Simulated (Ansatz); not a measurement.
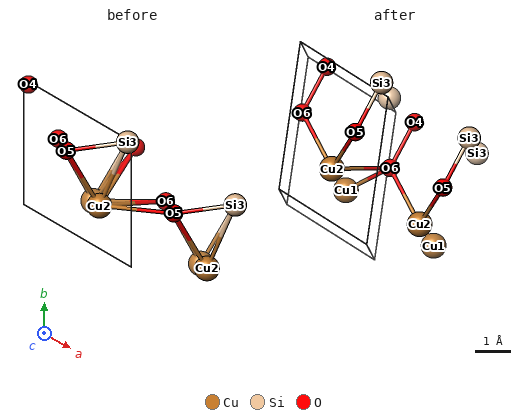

The structure of a crystal of Cu2SiO3 (built on the Ce2CuGe3-187 type type) before (left) and after (right) a relaxation, at one scale.

The picture is a ball-and-stick view of the cell of the calculation, repeated 2 × 1 × 1 with one cell outlined, seen along the c axis.

Case: shaken.

Level of theory: DFT, PBEsol, plane waves, PAW (Ansatz).

Input file:
```yaml
crystal:
  lattice:
    - [3.5784439178, -0.0172383855, 0.0015481266]
    - [-1.8041508387, 3.1273080031, -0.0185309074]
    - [0.0023580165, -0.0312302542, 5.467275465]
  atoms:
    - { symbol: Cu, position: [0.6456927489, 0.3511246688, 0.2421808923] }
    - { symbol: Cu, position: [0.7021684278, 0.3411389036, 0.7245456055] }
    - { symbol: Si, position: [-0.0348388082, -0.0221946377, -0.0026875094] }
    - { symbol: O, position: [0.0426789416, -0.0239556676, 0.4868099111] }
    - { symbol: O, position: [0.395527639, 0.6258280024, -0.0420290409] }
    - { symbol: O, position: [0.3195886937, 0.6835317865, 0.528026065] }
kpoints:
  mp_grid: { grid: [6, 6, 4] }
hamiltonian:
  xc: pbesol
scf:
  occupations: { method: fermi_dirac, width: 0.05 }
relax:
  f_tol: 0.01
  cell: {}
  max_steps: 120
output:
  write_density: true
  write_potential: true
  elf: true
  volumetric_format: npy
```

Run as
```bash
ansatz run input.yaml --threads 2 --pin off --max-ram 2211MiB --backend cpu --events-out ev --progress --plain --runs-dir out
```

### Summarise the run.

The energy falls by 733 meV per atom in 34 accepted moves (40 points after the start). Largest force component: 1.9 eV/Å at the start, 0.0014 eV/Å at the end. Pressure: 1.38 GPa at the start and 0.00 GPa at the end. The line search rejected the trial steps at points 28, 34 of the run. At 4 points the geometry stayed and the basis and grid were re-selected for the new cell (energy shift of 41.8 meV per atom at most each time). The atom that moves furthest relative to the cell is O5 (0.89 Å roughly along +a). By element the largest moves are O 0.89 Å, Cu 0.64 Å, Si 0.47 Å. The volume changes by +10.7 %, with a 3.578 → 2.993 Å (−16.4 %), b 3.610 → 4.289 Å (+18.8 %), c 5.467 → 5.860 Å (+7.2 %), α 90.6° → 82.7°, β 89.9° → 99.3°, γ 120.3° → 114.2°. Some distances before and after: Cu2–O4 2.548 → 3.760 Å, Si3–O5 2.449 → 3.506 Å, Cu2–O5 2.500 → 3.516 Å, Cu2–O6 2.311 → 3.247 Å. Bonds break, among them: Cu1–O4 (2.37 → 3.10 Å), Cu1–Si3 (2.38 → 3.28 Å), Cu2–O6 (2.31 → 3.25 Å). Bond angles that change, for instance: O4–Cu2–O5 88.9° → 169.1°, Cu1–O5–Si3 70.9° → 131.6°, O4–Cu1–O5 101.6° → 154.7°. The space group stays P1 (No. 1). Cost: 110 s on 2 threads of AMD EPYC 9R45 96-Core Processor (Zen 5), on a shared host, peak memory 0.52 GiB.
